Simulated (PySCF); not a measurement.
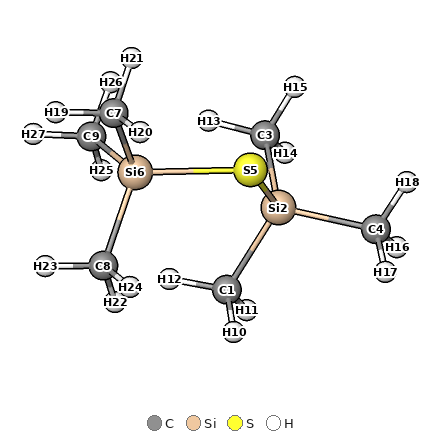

C₆H₁₈SSi₂, SMILES C[Si](C)(C)S[Si](C)(C)C. Vertical core-electron binding energies by ΔSCF (SCAN, pcX-2 on the ionised atom, pcseg-1 elsewhere, spin-free X2C; PySCF, at a PBE0-D3(BJ)/def2-SVP geometry (no frequency check)), gas phase, against the vacuum level. One atom of each kind was ionised; within a panel, areas follow the number of like atoms and 2j + 1 (2p levels are split by first-order spin-orbit coupling, an approximation), Gaussians of 0.8 eV full width. Only the regions named are shown.

### Predict the S 2p photoelectron lines.

| level | atoms | binding energy (eV) |
| --- | --- | --- |
| S 2p1/2 | S5 | 168.9 |
| S 2p3/2 | S5 | 167.7 |

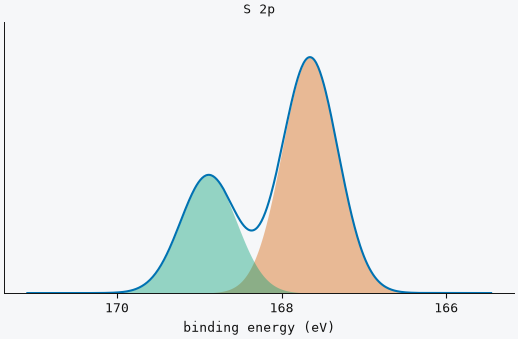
